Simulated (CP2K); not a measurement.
**Si2NH6Cl (SMILES N[SiH]([SiH3])Cl): GFN1-xTB**

Aim: the energy change on altering one bond length of Si2NH6Cl at GFN1-xTB, from 2 runs. 

Program for the calculation: CP2K 2026.2.

4 further runs of the same task are left out: 4 set aside as unsound or not needed.

## Step 1: The system as given

Si2NH6Cl has 10 atoms, charge 0, and is taken as a singlet. As SMILES, `N[SiH]([SiH3])Cl`. The coordinates come from a PBE0-D4/def2-TZVP relaxation. This is one conformer, not always the lowest.

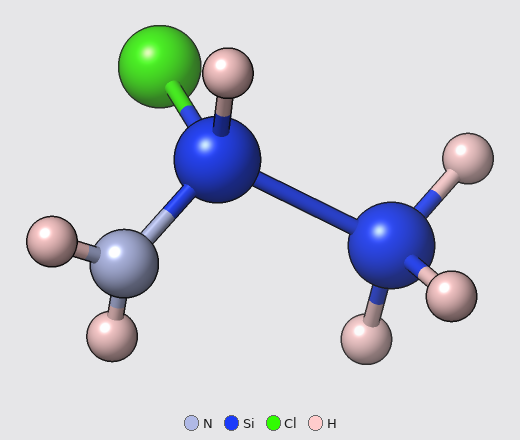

The structure, seen from a chosen angle (nitrogen light blue, silicon blue, chlorine green, hydrogen pink).

## Step 2: The energy at GFN1-xTB

qs.inp reads:

```
&GLOBAL
  PROJECT_NAME qs
  RUN_TYPE ENERGY
  PRINT_LEVEL MEDIUM
&END
&FORCE_EVAL
  METHOD QUICKSTEP
  &DFT
    CHARGE 0
    MULTIPLICITY 1
    &QS
      METHOD XTB
      EPS_DEFAULT 1.0E-10
      &XTB
        GFN_TYPE TBLITE
        &TBLITE
          METHOD GFN1
        &END
        CHECK_ATOMIC_CHARGES F
      &END
    &END
    &POISSON
      PERIODIC NONE
      POISSON_SOLVER ANALYTIC
    &END
    &SCF
      SCF_GUESS ATOMIC
      EPS_SCF 1.0E-07
      MAX_SCF 150
      ADDED_MOS 4
      &DIAGONALIZATION
        ALGORITHM STANDARD
      &END
      &MIXING
        METHOD DIRECT_P_MIXING
        ALPHA 0.4
      &END
    &END
    &PRINT
      &MOMENTS
        PERIODIC F
        REFERENCE COM
        MAX_MOMENT 1
      &END
      &MO ON
        ENERGIES T
        OCCUPATION_NUMBERS T
        NDIGITS 6
        &EACH
          QS_SCF 0
        &END
        ADD_LAST NUMERIC
      &END
      &HIRSHFELD OFF
      &END
    &END
  &END
  &SUBSYS
    &CELL
      ABC [angstrom] 13.6 14.8 14.1
      PERIODIC NONE
    &END
    &COORD
      N      6.152950     9.130550     6.457750
      Si     6.564650     7.514550     6.099650
      Si     7.331350     6.459350     8.037950
      Cl     4.983750     6.354350     5.395950
      H      5.586550     9.347450     7.262250
      H      5.995750     9.792450     5.713850
      H      7.542450     7.550150     4.986150
      H      7.525550     5.007550     7.789450
      H      6.317250     6.636350     9.113850
      H      8.616250     7.057550     8.489750
    &END
  &END
&END
```

On the command line:

```sh
$ OMP_NUM_THREADS=1 cp2k.psmp qs.inp > qs.out
```

What it wrote:

```text
CP2K| version string:                                       CP2K version 2026.2
[...]
 GLOBAL| Method name                                                        CP2K
[...]
 GLOBAL| Run type                                                         ENERGY
[...]
                             - Atoms:                                         10
[...]
                             - Spherical basis functions:                     43
[...]
 Number of electrons:                                                         26
[...]
  *** SCF run converged in    13 steps ***
[...]
  Fermi energy:                                                -0.27435911274776
[...]
 TB_DIPOLE| Moment [Debye]         -0.15975111       1.70395468       0.04028039
 TB_DIPOLE| Derivative [a.u.]       0.00000000       0.00000000       0.00000000
[...]
 ENERGY| Total FORCE_EVAL ( QS ) energy [hartree]            -14.500412579136361
[...]
```

Wall time 0.22 s (1 thread of Arm Neoverse V2, shared host).

## Step 3: The distorted shape, same level

molecule.inp reads:

```
&global
  project_name molecule
  run_type ENERGY
  print_level MEDIUM
&end global

&force_eval
  method QS
  &dft
    &qs
      method XTB
      eps_default 1.0E-10
      &xtb
        gfn_type TBLITE
        &tblite
          method GFN1
        &end tblite
        check_atomic_charges F
      &end xtb
    &end qs
    # isolated system
    &poisson
      periodic NONE
      poisson_solver ANALYTIC
    &end poisson
    # self-consistent field
    &scf
      scf_guess ATOMIC
      eps_scf 1.0E-07
      max_scf 150
      added_mos 4
      &diagonalization
        algorithm STANDARD
      &end diagonalization
      &mixing
        method DIRECT_P_MIXING
        alpha 0.4
      &end mixing
    &end scf
    &print
      &moments
        periodic F
        reference COM
        max_moment 1
      &end moments
      &mo ON
        energies T
        occupation_numbers T
        ndigits 6
        &each
          qs_scf 0
        &end each
        add_last NUMERIC
      &end mo
      &hirshfeld OFF
      &end hirshfeld
    &end print
  &end dft
  &subsys
    # box in angstrom
    &cell
      abc 13.6 15.5 14.1
      periodic NONE
    &end cell
    &coord
      N      6.152950     9.843504     6.457750
      Si     6.564650     8.227504     6.099650
      Si     7.331350     7.172304     8.037950
      Cl     4.983750     7.067304     5.395950
      H      5.586550    10.060404     7.262250
      H      5.995750    10.505404     5.713850
      H      7.542450     8.263104     4.986150
      H      7.622651     4.994596     7.665199
      H      6.317250     7.349304     9.113850
      H      8.616250     7.770504     8.489750
    &end coord
  &end subsys
&end force_eval
```

On the command line:

```sh
$ OMP_NUM_THREADS=1 cp2k.psmp molecule.inp > molecule.out
```

What it wrote:

```text
CP2K| version string:                                       CP2K version 2026.2
[...]
 GLOBAL| Method name                                                        CP2K
[...]
 GLOBAL| Run type                                                         ENERGY
[...]
                             - Atoms:                                         10
[...]
                             - Spherical basis functions:                     43
[...]
 Number of electrons:                                                         26
[...]
  *** SCF run converged in    13 steps ***
[...]
  Fermi energy:                                                -0.29990329609963
[...]
 TB_DIPOLE| Moment [Debye]         -0.36663539       2.88624411       0.14649803
 TB_DIPOLE| Derivative [a.u.]       0.00000000       0.00000000       0.00000000
[...]
 ENERGY| Total FORCE_EVAL ( QS ) energy [hartree]            -14.431178854751487
[...]
```

Wall time 0.22 s (1 thread of Arm Neoverse V2, shared host).

## Step 4: What came out

At GFN1-xTB:

| quantity | value |
| --- | --- |
| first shape: total energy | -14.50041 Eh |
| first shape: dipole moment (from atomic charges alone) | 1.71 D |
| first shape: HOMO energy | -11.07 eV |
| first shape: LUMO energy | -6.57 eV |
| first shape: HOMO–LUMO gap | 4.50 eV |
| first shape: dispersion energy | -10.29 kJ/mol |
| distorted shape: total energy | -14.43118 Eh |
| distorted shape: dipole moment (from atomic charges alone) | 2.91 D |
| distorted shape: HOMO energy | -10.91 eV |
| distorted shape: LUMO energy | -7.26 eV |
| distorted shape: HOMO–LUMO gap | 3.64 eV |
| distorted shape: dispersion energy | -11.36 kJ/mol |
| energy change with the Si3–H8 bond stretched from 1.486 to 2.228 Å | 1.884 eV |

What this shows: One bond (distorted shape) is far stretched, which a spin-restricted single reference describes badly. With the Si3–H8 bond stretched from 1.486 to 2.228 Å the energy rises by 1.88 eV (182 kJ/mol). The first shape isn't relaxed at this level, so the change isn't measured from a minimum. A restricted reference can't describe the breaking bond well at this length. The dipole (first shape) comes from point charges on the atoms alone, without atomic dipoles, so it is partial. The dipole (distorted shape) comes from point charges on the atoms alone, without atomic dipoles, so it is partial.
